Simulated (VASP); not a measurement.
Band structure of Ag₂S (space group Fm-3m). All values below come from LDA (Ceperley-Alder, Perdew-Zunger), VASP's LDA PAW potentials (set 64) (plane waves; VASP 6.6.1).

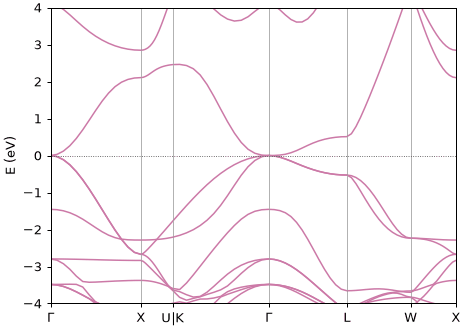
Bands along high-symmetry lines, zero at the valence-band maximum or, without a gap, the Fermi level

**Question.** Read the plot: is there a gap, and where are the band edges?

**Answer.** It has no gap at this level: it comes out as a metal or semimetal. (Edges off the drawn lines would not show.)

The structure comes from a computed database's Ag2S entry (Fm-3m); how it stands against other phases isn't given here. It was relaxed first, which changed the volume by -11 %.
